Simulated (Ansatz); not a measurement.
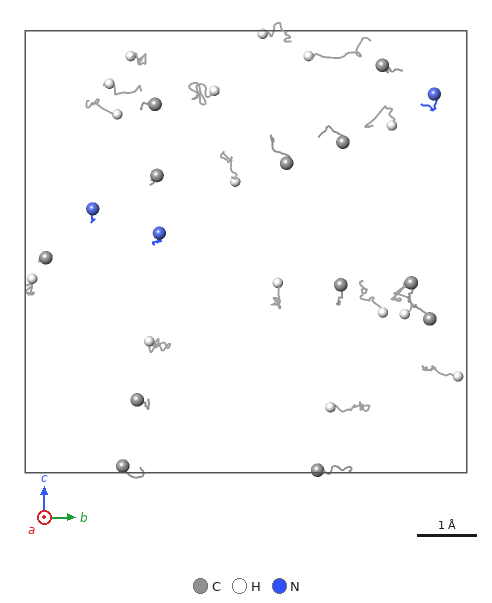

First-principles dynamics of a periodic cell with 3 C2H2 + 3 CH3CN at 0.788 g/cm³, 100 fs long. Lines trace each atom's path, in the colour of its element; spheres stand at the starting positions. Seen along the a axis in the simulation cell.

The calculation used DFT PBE-D3(BJ), scalar-relativistic, plane waves, PAW (Ansatz). Settings: plane-wave cutoff 420 eV; k-point mesh 1 × 1 × 1; Fermi-Dirac smearing 0.05 eV; low-accuracy preset; Langevin thermostat (NVT); set temperature 400 K; time step 0.5 fs; H given the mass 2.014 u; friction 0.02 per fs.

Q: What do the traces tell about the motion?

A: In the second half of the run the atoms are, in the root-mean-square, this far from where they began (common drift taken out): H 0.51 Å, C 0.33 Å, N 0.31 Å. The heavy atoms stay within a fraction of a molecule's size of their starting places; so short a run doesn't tell a liquid from a solid. The mean temperature in the second half is 330 K (standard deviation 34 K). The potential energy is still drifting at the end, so the run hasn't reached equilibrium. The potential energy in the second half lies on average 39.2 meV per atom above the first frame.

Limits of the set-up: the program's low-accuracy preset was used; masses were changed (H 2.014 u), which shifts the vibrations; the periodic images lie only 7.5 Å apart, so the values are limited by the cell's size.

The run took 18 min on 1 thread of AMD EPYC (Zen 3) (shared host), peak memory 0.47 GiB.
